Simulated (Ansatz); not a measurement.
## Fields on a plane of CsSnI3 (cubic perovskite)

```
CsSnI3
1.0
    6.27133     0.00000     0.00000
    0.00000     6.27133     0.00000
    0.00000     0.00000     6.27133
Cs Sn I
1 1 3
Direct
  0.00000   0.00000   0.00000
  0.50000   0.50000   0.50000
  0.00000   0.50000   0.50000
  0.50000   0.50000   0.00000
  0.50000   0.00000   0.50000
```

The slice is a {110} plane (indices of the conventional cell) through the point (0.500, 0.500, 0.500) (fractional), spanned by u = [100] and v = [011] in vectors of this cell: u (6.27 Å) and v (8.87 Å, at 90° to u). It covers one period; positions are fractions (u, v).

Atoms on it: Cs at (0.50, 0.50); Sn at (0.00, 0.00); I at (0.50, 0.00).

Method: PBE (plane waves to 420 eV, PAW, scalar-relativistic; Ansatz, a first-principles code). k mesh 6×6×6. These are valence fields of a PAW run, semicore shells included where kept as valence: close to a nucleus they are smooth pseudo fields. CsSnI3 was relaxed with its symmetry unable to fall. Spin-orbit coupling is left out, though I is heavy. This is a high-temperature form of CsSnI3.

```
|xxxxxxxx004411xxxxxxxxxxxxxx114400xxxxxx|
|xxxxxx0033554400xxxxxxxxxx0044553300xxxx|
|xx000011557777440000xx000044777755110000|
|0011335577888877553322335577888877553311|
|5566777788999999888877888899999988777766|
|8888888899999999999999999999999999888888|
|9999999999999988888888888888999999999999|
|9999999999998888777777777788889999999999|
|9999999999887766554444445566778899999999|
|9999999988776644110000001144667788999999|
|99999988886644000000xx000000446688889999|
|9999998877551100xxxxxxxxxx00115577889999|
|99999988774400xxxxxxxxxxxxxx004477889999|
|99999988664400xxxxxxxxxxxxxx004466889999|
|99999988774400xxxxxxxxxxxxxx004477889999|
|9999998877551100xxxxxxxxxx00115577889999|
|99999988886644000000xx000000446688889999|
|9999999988776644110000001144667788999999|
|9999999999887766554444445566778899999999|
|9999999999998888777777777788889999999999|
|9999999999999988888888888888999999999999|
|8888888899999999999999999999999999888888|
|5566777788999999888877888899999988777766|
|0011335577888877553322335577888877553311|
|xx000011557777440000xx000044777755110000|
|xxxxxx0033554400xxxxxxxxxx0044553300xxxx|
|xxxxxxxx004411xxxxxxxxxxxxxx114400xxxxxx|
|xxxxxxxx004400xxxxxxxxxxxxxx004400xxxxxx|
```
Scale: ten equal steps from -4.00 (start of '0') to 4.24 (end of '9'), in the order '0123456789'. Values: electrostatic potential energy of an electron, from the cell's mean, in eV. The map has 20 points along u (two characters each, u = 0 at the left) and 28 along v (v = 0 in the bottom row). Points within 1 Å of a nucleus are blanked (x), as the pseudised field means little there. Values under -4 eV are set to -4. The zero, the cell's mean, hangs on the PAW cores.

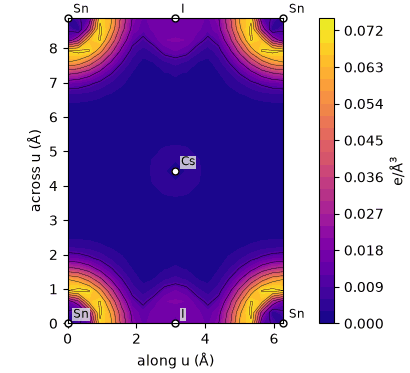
Figure: Density of the lowest conduction band (whole band as if filled, smooth part) in e/Å³, one period of the plane, atoms marked. 

| Item | Result |
|---|---|
| Element round which the density of the lowest conduction band (whole band as if filled, smooth part) is largest on this plane | Sn |
